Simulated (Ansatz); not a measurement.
# C2H7ClGe3: what the fields show

```json
{"atom": "C", "x (Å)": "2.5570", "y (Å)": "1.0471", "z (Å)": "1.5025"}
{"atom": "C", "x (Å)": "2.1056", "y (Å)": "0.2655", "z (Å)": "0.7041"}
{"atom": "Ge", "x (Å)": "1.3920", "y (Å)": "-0.9607", "z (Å)": "-0.5495"}
{"atom": "Ge", "x (Å)": "-0.9694", "y (Å)": "-1.1308", "z (Å)": "-0.2108"}
{"atom": "Ge", "x (Å)": "-1.9247", "y (Å)": "1.0604", "z (Å)": "-0.3041"}
{"atom": "Cl", "x (Å)": "-4.0575", "y (Å)": "0.9308", "z (Å)": "0.0441"}
{"atom": "H", "x (Å)": "2.9530", "y (Å)": "1.7337", "z (Å)": "2.2037"}
{"atom": "H", "x (Å)": "2.0481", "y (Å)": "-2.3509", "z (Å)": "-0.3524"}
{"atom": "H", "x (Å)": "1.6694", "y (Å)": "-0.4477", "z (Å)": "-1.9855"}
{"atom": "H", "x (Å)": "-1.2473", "y (Å)": "-1.7530", "z (Å)": "1.1812"}
{"atom": "H", "x (Å)": "-1.5931", "y (Å)": "-2.0198", "z (Å)": "-1.3166"}
{"atom": "H", "x (Å)": "-1.6613", "y (Å)": "1.6766", "z (Å)": "-1.7017"}
{"atom": "H", "x (Å)": "-1.2717", "y (Å)": "1.9491", "z (Å)": "0.7851"}
```

Not at a stationary point (largest force 1.8 eV/Å).

Computed with SCF hf, Gaussian basis in Ansatz.

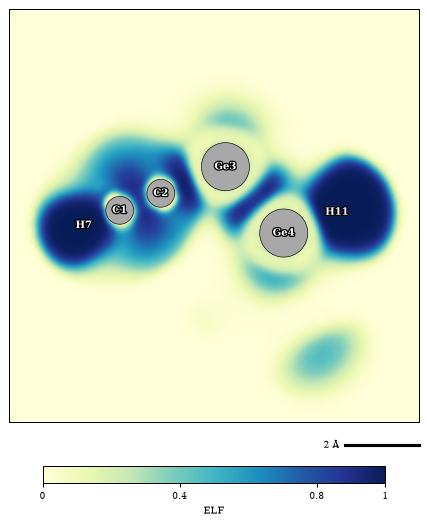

Figure 1. ELF on the plane of atoms C2, Ge3 and Ge4. Grey discs cover the atomic cores.

> Interpret the plot.

The plane passes through C, Ge and H nuclei. C–C (1.21 Å): the ELF peaks at about 0.85 between the atoms: a multiple bond. C–Ge (1.89 Å): the ELF peaks at about 0.95 in the valence shell of C, 0.7 Å from its nucleus, and is about 0.60 at the midpoint. Ge–Ge (2.39 Å): the ELF peaks at about 0.90 between the atoms, as expected for localised, covalent bonding. C–H (1.06 Å): the ELF climbs to about 1 towards the hydrogen, as it does in any bond to H (a covalent bond by its length). Ge–H (1.55 Å): the ELF climbs to about 1 towards the hydrogen.

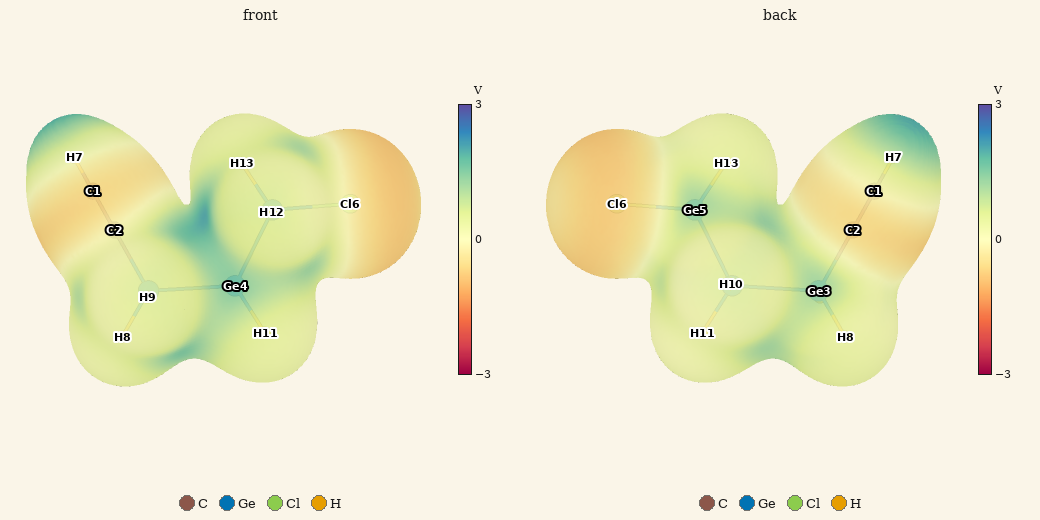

Figure 2. The molecular electrostatic potential painted on the density surface at 0.002 e/bohr³, seen from the front and from behind; the colour scale runs from red (negative) to blue (positive).

> Which sites attract a positive test charge, and which a negative one?

A positive charge is drawn to the negative regions and a negative charge to the positive ones. The most negative region (about −0.8 V) lies over Cl6, the most positive (about +2.0 V) over Ge5 and H7.

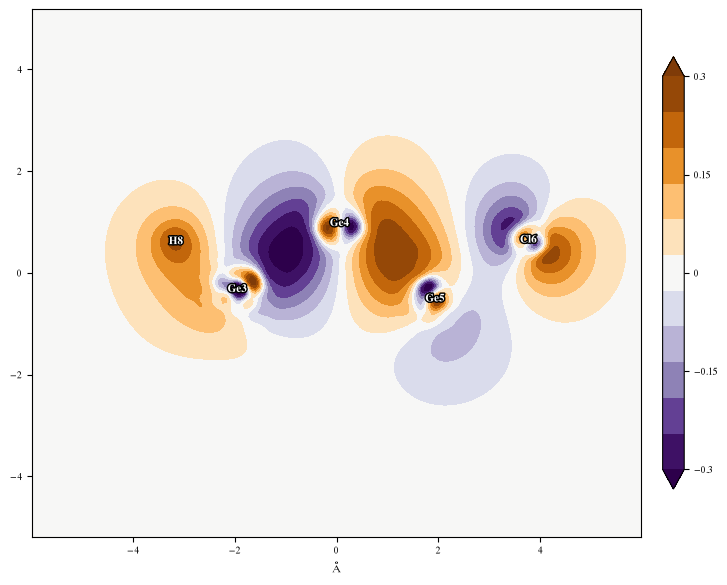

Figure 3. The HOMO on the plane of atoms Ge3, Ge4 and Ge5 (values in Å⁻³ᐟ²; the overall sign is arbitrary).

> What is the character of this orbital?

By Hirshfeld shares it lies mainly on Ge4 (about 25 %), Ge3 (about 20 %), Ge5 (about 15 %), C1 (about 10 %), Cl6 (about 10 %) and C2 (about 10 %). Its energy is −10.01 eV.
